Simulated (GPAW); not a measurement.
# Screening of a field by 1T-PtS2 monolayer, part 2 of 2

Wanted: the out-of-plane polarisability of 1T-PtS2 monolayer.

GPAW 26.7.0; GPAW, PAW setups; layer in a repeated cell with vacuum, relaxation of atoms and in-plane cell (the session's first sound run).

So far. Step 5 (In a field): The dipole is now -0.0271 e Å, against -2.0e-4 in the run without a field. Step 8 (Field on): The dipole is now 0.0271 e Å, against -2.0e-4 in the run without a field.

### Step 9. In a field (continued)

Level of this step: GPAW, PAW setups; slab in vacuum (GPAW).

The electrostatic potential energy of an electron (without an applied field's), less the Fermi level, planar mean by z:

| z (Å) | electrostatic potential energy of an electron (without an applied field's), less the Fermi level, planar mean (eV) |
| --- | --- |
| 0 | 5.48 |
| 2 | 5.93 |
| 4 | 5.93 |
| 6 | 5.92 |
| 8 | 4.00 |
| 10 | -14.1 |
| 12 | -2.42 |
| 14 | 5.03 |
| 16 | 5.04 |
| 18 | 5.04 |
| 20 | 5.04 |

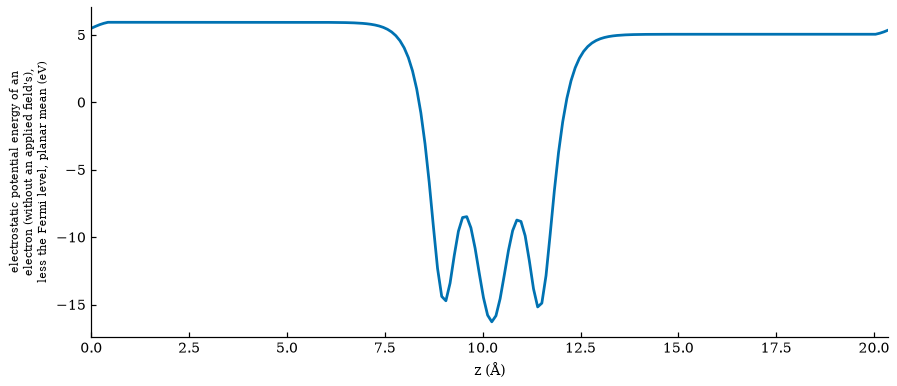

Electrostatic potential energy of an electron (without an applied field's), less the Fermi level, planar mean against z.

The dipole is now 0.0542 e Å, against -2.0e-4 in the run without a field.

### Step 10. In a field

Input file run.py:

```python
import json
import numpy as np
from ase import Atoms
from gpaw import GPAW, PW
from gpaw.external import ConstantElectricField

slab = Atoms(
    ['S', 'Pt', 'S'],
    positions=[
        [1.78665, 1.03152, 9.00000],
        [-0.00000, 0.00000, 10.23304],
        [-0.00000, 2.06305, 11.46608]],
    cell=[[3.5733, 0.0, 0.0], [-1.78665, 3.09457, 0.0], [0.0, 0.0, 20.4661]],
    pbc=[True, True, False])

slab.calc = GPAW(mode=PW(400), xc='PBE', kpts={'size': (9, 9, 1), 'gamma': True},
                 occupations={'name': 'fermi-dirac', 'width': 0.05}, nbands='160%',
                 convergence={'density': 1e-05}, maxiter=200,
                 poissonsolver={'dipolelayer': 'xy'},
                 external=ConstantElectricField(0.3, [0, 0, 1]),
                 symmetry={'tolerance': 1e-3}, txt='slab.txt')
result = {}
energy = slab.get_potential_energy()
fermi = slab.calc.get_fermi_level()
v = slab.calc.get_electrostatic_potential().mean((0, 1)) - fermi
n = slab.calc.get_pseudo_density().mean((0, 1))
L = slab.cell[2, 2]
z = np.arange(len(v)) * L / len(v)
low, high = slab.positions[:, 2].min(), slab.positions[:, 2].max()
below, above = np.interp([low - 6.8, high + 6.8], z, v)
slopes = [np.interp(x, z, np.gradient(v, z)) for x in (low - 6.8, high + 6.8)]
eps = np.array([[slab.calc.get_eigenvalues(k, s) for k in range(len(slab.calc.get_ibz_k_points()))]
                for s in range(slab.calc.get_number_of_spins())]) - fermi
top, bottom = eps[eps < 0].max(), eps[eps > 0].min()
dipole = slab.get_dipole_moment()[2]
print(f'energy {energy:.4f} eV, Fermi level {fermi:.4f} eV, dipole {dipole:.5f} e A')
print(f'potential 6.8 A off the faces, from the Fermi level: lower {below:.4f} eV, upper {above:.4f} eV')
print(f'slope of the potential there: lower {slopes[0]:.5f}, upper {slopes[1]:.5f} eV/A')
print(f'nearest levels on the mesh: {top:.4f} and {bottom:.4f} eV')
print('magnetic moment', round(slab.get_magnetic_moment(), 3))
result.update(energy=energy, fermi=fermi, dipole=dipole, below=below, above=above, slopes=slopes, edges=[top, bottom],
              z=z.tolist(), v=v.tolist(), n=n.tolist(), positions=slab.positions.tolist(),
              forces=slab.get_forces(apply_constraint=False).tolist(), moments=slab.get_magnetic_moments().tolist())
json.dump(result, open('result.json', 'w'))
```

On the command line:

```bash
> OMP_NUM_THREADS=1 OPENBLAS_NUM_THREADS=1 python run.py
```

Output:

```text
energy -15.6542 eV, Fermi level -2.3647 eV, dipole 0.08129 e A
potential 6.8 A off the faces, from the Fermi level: lower 6.1526 eV, upper 4.8224 eV
slope of the potential there: lower -0.00003, upper 0.00002 eV/A
nearest levels on the mesh: -0.9195 and 0.8662 eV
magnetic moment 0.0
```

Elapsed: 1.9 min, on 1 thread of Arm Neoverse V1, shared host; peak memory 0.28 GiB.

Table of electrostatic potential energy of an electron (without an applied field's), less the Fermi level, planar mean by z:

| z (Å) | electrostatic potential energy of an electron (without an applied field's), less the Fermi level, planar mean (eV) |
| --- | --- |
| 0 | 5.49 |
| 2 | 6.15 |
| 4 | 6.15 |
| 6 | 6.15 |
| 8 | 4.19 |
| 10 | -14.1 |
| 12 | -2.58 |
| 14 | 4.81 |
| 16 | 4.82 |
| 18 | 4.82 |
| 20 | 4.82 |

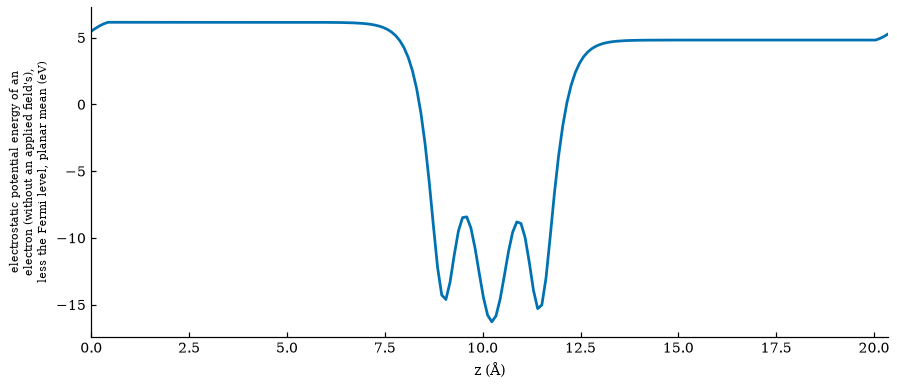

Electrostatic potential energy of an electron (without an applied field's), less the Fermi level, planar mean, plotted against z.

The dipole is now 0.0813 e Å, against -2.0e-4 in the run without a field.

### Step 11. The series

The members are put on one axis.

This step: induced dipole against applied field (GPAW 26.7.0).

Dipole along the normal against field:

| field (V/Å) | dipole along the normal (e·Å) |
| --- | --- |
| -0.200 | -0.0542 |
| -0.100 | -0.0271 |
| -0.050 | -0.0135 |
| 0.000 | -2.0e-4 |
| 0.050 | 0.0135 |
| 0.100 | 0.0271 |
| 0.200 | 0.0542 |
| 0.300 | 0.0813 |

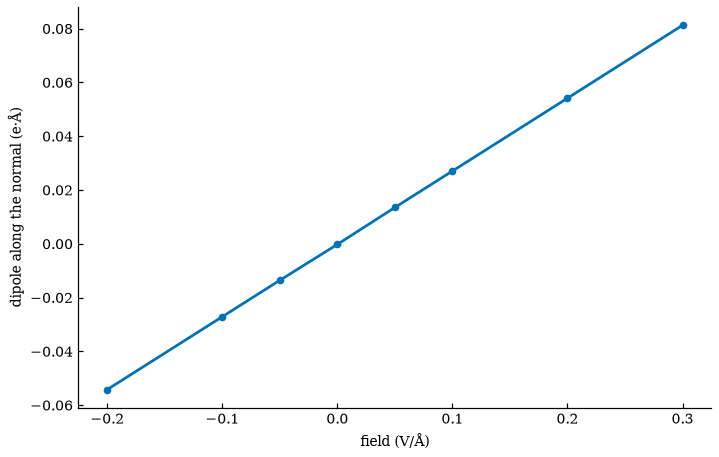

Dipole along the normal, plotted against field.

### Step 12. Summary of results

| Item | Value |
| --- | --- |
| work function, both faces (Fermi level placed in the gap by the smearing) | 5.48 eV |
| ionisation energy from the upper face (highest filled level on the mesh) | 6.40 eV |
| electron affinity from the upper face (lowest empty Kohn-Sham level on the mesh) | 4.62 eV |
| dipole along the normal | -2.0e-4 e Å |
| induced dipole per field | 0.271 e Å per V/Å |
| out-of-plane polarisability per area, α/(ε0 A) | 4.43 Å |

The field induces 0.271 e Å per V/Å, a polarisable thickness α/(ε0 A) of 4.43 Å beside 2.47 Å between the outermost nuclei. A perfect conductor would give the distance between its two image planes; a dielectric of thickness t gives t(1 - 1/ε). The levels nearest the Fermi level on the mesh lie 1.79 eV apart, so the slab is gapped there: the smearing puts the Fermi level inside the gap, and from either face the ionisation energy is the work function plus 0.92 eV. Both are Kohn-Sham levels on the mesh, and semilocal gaps are too small, so the affinity tends to come out too large and the ionisation energy too small. The induced dipole is linear in the field over this range. With elements this heavy, spin-orbit coupling can move band edges by tenths of an eV. The layer's cell and atoms come from the relaxation; spin-orbit coupling and temperature are left out.

[Logs are printed without paths, hosts, clocks, repeated set-up lines and the standing remarks that a program may print on its own settings, such as how far it seeks lower states.]

[Hosts, paths, dates, database ids (printed as entryN), source tags and the programs' standing remarks are cut or masked in the printed files.]
